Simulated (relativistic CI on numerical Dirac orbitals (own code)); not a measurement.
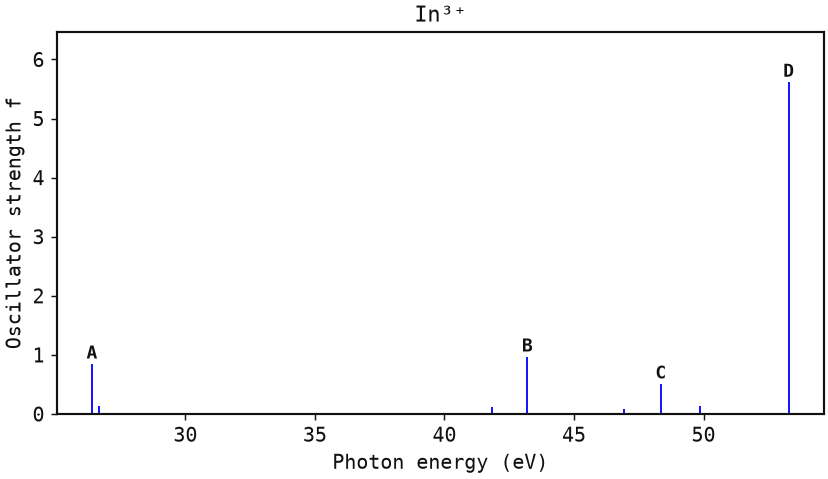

*Absorption lines from the lowest level (oscillator strengths f) for In³⁺ (indium, Z = 49).*

A: 4d⁹ 5p ¹P°₁ ← 4d¹⁰ ¹S₀, 26.39 eV, f = 0.85; B: 4d⁹ 4f ¹P°₁ ← 4d¹⁰ ¹S₀, 43.20 eV, f = 0.97; C: 4d⁹ 5f ¹P°₁ ← 4d¹⁰ ¹S₀, 48.35 eV, f = 0.51; D: 4d⁹ 6f ¹P°₁ ← 4d¹⁰ ¹S₀, 53.29 eV, f = 5.6. The strongest, D, lies in the extreme ultraviolet region.

**Relativistic CI calculation for In³⁺**

In³⁺. Computed at this level: Dirac-Coulomb-Breit CI, KLI orbitals optimised for each configuration, model QED (radiative potential, 1s self-energy scaled to tabulated hydrogen-like ionisation energies), P86 correlation energy added to each configuration (relativistic CI on numerical Dirac orbitals, in-house).

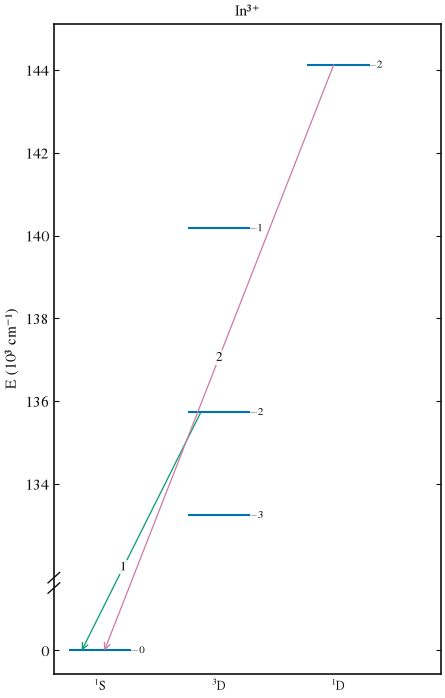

*Levels of In IV (In³⁺) with 2 numbered transitions. Rates are at computed energies.*

```csv
No.,Upper,Lower,Type,λ (vacuum),A (s⁻¹)
1,4d⁹ 5s ³D₂,4d¹⁰ ¹S₀,E2,73.67 nm,1500
2,4d⁹ 5s ¹D₂,4d¹⁰ ¹S₀,E2,69.38 nm,7300
```

Line 2 has the largest rate; it falls in the extreme ultraviolet region.

These pictures come from the run below.

### Input file
```
atom In  Z=49  charge=3  electrons=46
nucleus A=115  rms_radius_fm=4.6156
hamiltonian dirac-coulomb  breit=on  qed=on  c_scale=1
orbitals kli  potential=per-configuration
slater_scale 1
correlation p86
mixing on
configurations
  [Kr] 4d10
  [Kr] 4d9 5s
  [Kr] 4d9 4f
  [Kr] 4d9 5p
  [Kr] 4d9 5d
  [Kr] 4d9 6s
  [Kr] 4d9 6p
  [Kr] 4d9 6d
  [Kr] 4d9 5f
  [Kr] 4d9 5g
  [Kr] 4d9 6f
  [Kr] 4d9 6g
end
```

Launched within a batch (the task file carries these settings):
```bash
python <driver script> task.json out
```

The program writes its results to a structured record and prints no log; tables and figures of this report are taken from that record.

### The lowest 30 levels

```tsv
Configuration	Level	E (eV)	LS purity (%)	Landé g	Lifetime (s; – stable or not computed)
4d¹⁰	¹S₀	0	100	–	–
4d⁹ 5s	³D₃	16.52	100	1.334	–
4d⁹ 5s	³D₂	16.83	80	1.133	6.9×10⁻⁴
4d⁹ 5s	³D₁	17.38	100	0.498	3.5×10⁻¹
4d⁹ 5s	¹D₂	17.87	80	1.033	1.4×10⁻⁴
4d⁹ 5p	³P°₂	24.34	92	1.470	1.1×10⁻⁹
4d⁹ 5p	[(4d₅/₂)⁵ 5p₁/₂] J = 3	24.78	62	1.075	1.0×10⁻⁹
4d⁹ 5p	³P°₁	25.12	92	1.435	8.0×10⁻¹⁰
4d⁹ 5p	³F°₄	25.23	100	1.250	8.0×10⁻¹⁰
4d⁹ 5p	³F°₂	25.39	89	0.725	9.6×10⁻¹⁰
4d⁹ 5p	³P°₀	25.62	100	–	9.1×10⁻¹⁰
4d⁹ 5p	¹D°₂	25.95	66	1.040	8.1×10⁻¹⁰
4d⁹ 5p	[(4d₅/₂)⁵ 5p₃/₂] J = 3	25.97	63	1.213	7.2×10⁻¹⁰
4d⁹ 5p	[(4d₃/₂)³ 5p₃/₂] J = 3	26.38	36	1.129	7.8×10⁻¹⁰
4d⁹ 5p	¹P°₁	26.39	83	0.918	1.0×10⁻¹⁰
4d⁹ 5p	³D°₁	26.67	78	0.644	3.4×10⁻¹⁰
4d⁹ 5p	[(4d₃/₂)³ 5p₃/₂] J = 2	26.83	61	1.096	7.0×10⁻¹⁰
4d⁹ 5d	³S₁	35.28	83	1.900	2.7×10⁻¹⁰
4d⁹ 5d	[(4d₅/₂)⁵ 5d₃/₂] J = 4	35.73	56	1.030	2.7×10⁻¹⁰
4d⁹ 5d	³G₅	35.74	100	1.200	2.9×10⁻¹⁰
4d⁹ 5d	³P₂	35.78	70	1.393	2.7×10⁻¹⁰
4d⁹ 5d	[(4d₅/₂)⁵ 5d₅/₂] J = 1	35.78	53	1.011	3.0×10⁻¹⁰
4d⁹ 5d	³D₃	35.95	78	1.269	2.8×10⁻¹⁰
4d⁹ 5d	J = 3 (even, mixed)	36.05	45	0.981	2.9×10⁻¹⁰
4d⁹ 5d	[(4d₅/₂)⁵ 5d₅/₂] J = 2	36.08	44	1.054	3.0×10⁻¹⁰
4d⁹ 5d	[(4d₅/₂)⁵ 5d₅/₂] J = 4	36.12	75	1.192	3.0×10⁻¹⁰
4d⁹ 5d	³P₀	36.20	98	–	2.7×10⁻¹⁰
4d⁹ 5d	[(4d₃/₂)³ 5d₅/₂] J = 1	36.46	49	1.399	2.9×10⁻¹⁰
4d⁹ 5d	[(4d₃/₂)³ 5d₃/₂] J = 3	36.60	71	0.830	2.7×10⁻¹⁰
4d⁹ 5d	³D₁	36.70	76	0.691	2.8×10⁻¹⁰
```

### Key numbers

| quantity | value |
| --- | --- |
| outcome | converged |
| lowest level | 4d¹⁰ ¹S₀ |
| first excited level | 4d⁹ 5s ³D₃, 133,242 cm⁻¹ |
| ionisation energy | 55.765 eV |
| levels computed | 169 |
| SCF iterations | 126 |
| hardware | 1 thread of Arm Neoverse N1, 16 GiB of memory available, shared host |
| wall time | 1.6 s |

### Remarks

To bear in mind: near-neutral ion: configurations can be misplaced by up to about 10000 cm⁻¹, over 20000 where the f count changes; rates and lifetimes follow the computed energies and can be off by orders of magnitude; term splittings are 10 to 25 % too wide when unscaled; the fine structure of a weakly bound d or f electron outside closed shells is too small or inverted; only a limited list of configurations is included, so lower levels can be missing.
